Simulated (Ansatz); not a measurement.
BNH$_{6}$O$_{2}$: several calculations on one system

**1. Relaxation**

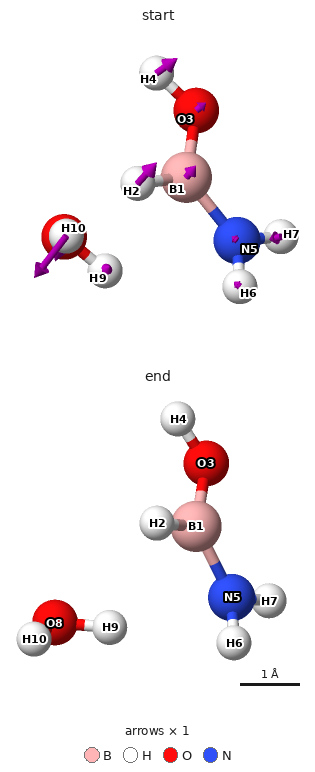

The structure of BNH6O2 before (top) and after (bottom) a relaxation, at one scale. The purple arrows give the displacements, at their true length.

A ball-and-stick model, seen at a tilt.

The run prepares an end point of a later path (reaction) calculation, from a guessed geometry.

All numbers below come from RHF/def2-SVP in Ansatz. (no spin polarisation; force threshold 0.03 eV/Å; at most 50 steps)

### Summarise the run.

H10 moves most after the best rigid fit: 0.97 Å. Largest moves by element: H 0.97 Å, O 0.49 Å, B 0.28 Å, N 0.12 Å. Among the contacts that change: O8–H10 0.968 → 0.945 Å, B1–H2 1.197 → 1.204 Å. After 12 accepted moves (16 points after the start) the energy has fallen by 20.5 kJ/mol. Largest force component: 1.3 eV/Å at the start, 0.0098 eV/Å at the end. The line search rejected the trial steps at points 4, 7, 9, 15 of the run. The forces were under the threshold at step 6, but the run went on from there.

Limits of the set-up: Hartree-Fock leaves out electron correlation.

**2. Relaxation**

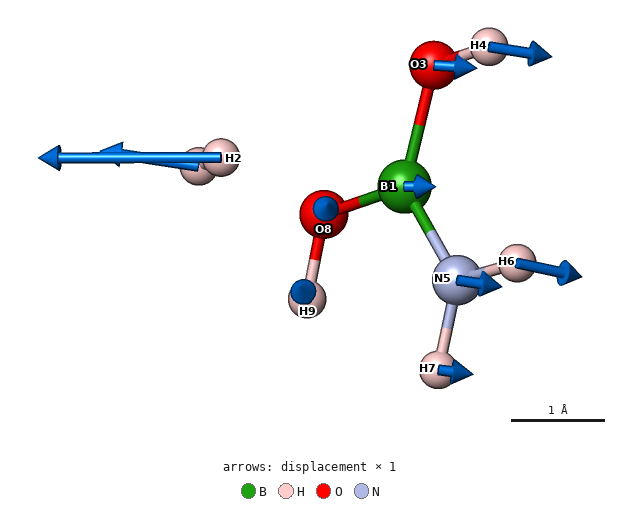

A relaxation of BNH6O2. The starting structure is drawn; blue arrows show the displacements, at their true length. The two geometries are superimposed by the best rigid fit.

A ball-and-stick model, seen at a tilt.

The run prepares an end point of a later path (reaction) calculation, from a guessed geometry.

Theory: Ansatz, RHF/def2-SVP. Settings: no spin polarisation; force threshold 0.03 eV/Å; at most 50 steps.

> What happened in the run?

The largest move after the best rigid fit is that of an H atom, 2.03 Å. Largest moves by element: H 2.03 Å, N 0.52 Å, O 0.50 Å, B 0.36 Å. Among the contacts that change: H–H 0.710 → 0.748 Å, B–O 1.383 → 1.363 Å. The energy falls by 0.287 eV in 21 accepted moves (23 points after the start). The largest force component goes from 1.6 to 0.013 eV/Å. The line search rejected the trial steps at points 5, 10 of the run. The forces were under the threshold at step 11, but the run went on from there. Cost: 37 s on 1 thread of Intel(R) Xeon(R) Platinum 8488C (Sapphire Rapids) (shared host), peak memory 0.16 GiB.

Limits of the set-up: the start holds two separate molecules, 2.2 Å apart at their closest, whose relative position is a soft coordinate and is computed without a dispersion correction; Hartree-Fock leaves out electron correlation.

**3. Path**

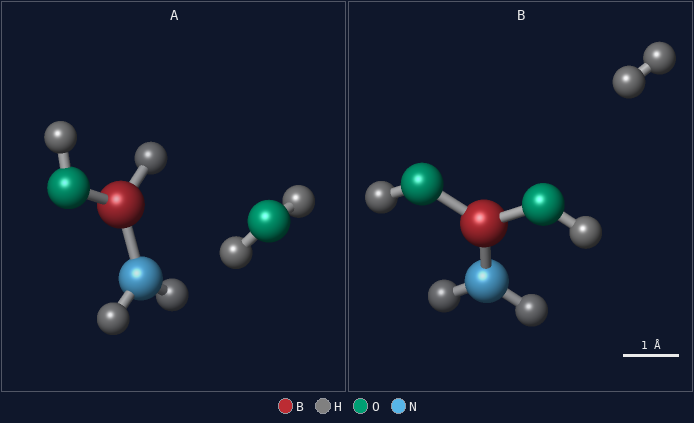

The two relaxed end points of a path for BNH$_{6}$O$_{2}$, made up at the start of BNH4O and H2O. Style: ball-and-stick. Shown from a free direction.

Level of theory: Ansatz, RHF/def2-SVP.

Settings: 5 movable images; climbing image; force threshold 0.05 eV/Å; iteration limit 60.

Start:
```xyz
10

B    -0.0393   -0.5496   -0.3097
H     0.0515   -1.0701    0.7726
O     1.0404   -0.3867   -1.1123
H     1.8579   -0.6560   -0.7289
N    -1.2954   -0.0883   -0.7503
H    -2.1440   -0.3201   -0.2794
H    -1.4254    0.2579   -1.6800
O    -0.3294    2.3713    1.1632
H    -0.7742    1.8917    0.4782
H    -0.6248    1.9743    1.9681
```

End:
```xyz
10

B    -0.0661    0.3426   -0.6872
H    -0.2318    0.8206    3.6956
O     1.1437   -0.2359   -0.9138
H     1.1477   -0.9362   -1.5430
N    -1.2445   -0.0782   -1.3640
H    -1.2602   -0.8135   -2.0383
H    -2.1436    0.3252   -1.2082
O    -0.0826    1.3509    0.2291
H    -0.9202    1.7567    0.3708
H    -0.0251    0.8922    2.9807
```

> Predict the minimum-energy path and its barrier.

The energy climbs by 57.8 kcal/mol to image 3 and then falls by 74.1 kcal/mol, so the end point sits at −16.3 kcal/mol. Breaking: B1–H2 (1.20 → 1.40 at the top → 4.41 Å), O8–H10 (0.94 → 1.22 at the top → 2.79 Å). Forming: B1–O8 (3.28 → 1.58 at the top → 1.36 Å), H2–H10 (3.34 → 1.03 at the top → 0.75 Å). The band converged in 30 iterations. The largest component of the band force went from 9.2 to 0.038 eV/Å. The climbing image converged on the top of the path. Its vibrational analysis gives one imaginary mode (1860i cm⁻¹), as a transition state must have.

Energies of the converged images:

```csv
image,path (Å),E (kcal/mol)
0,0.00,0.0
1,1.21,5.1
2,2.42,13.0
3,3.63,57.8
4,5.09,-10.5
5,6.55,-16.0
6,8.02,-16.3
```

The geometry at the top of the path:

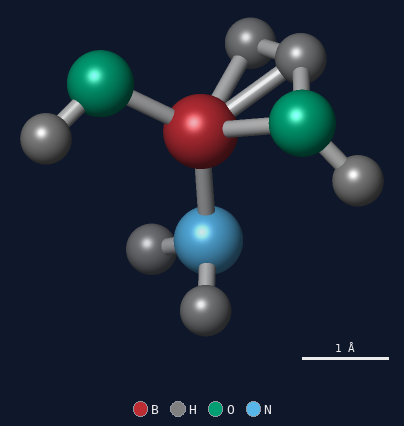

Limits of the set-up: the start holds two separate molecules, 2.4 Å apart at their closest, whose relative position is a soft coordinate and is computed without a dispersion correction; Hartree-Fock leaves out electron correlation.
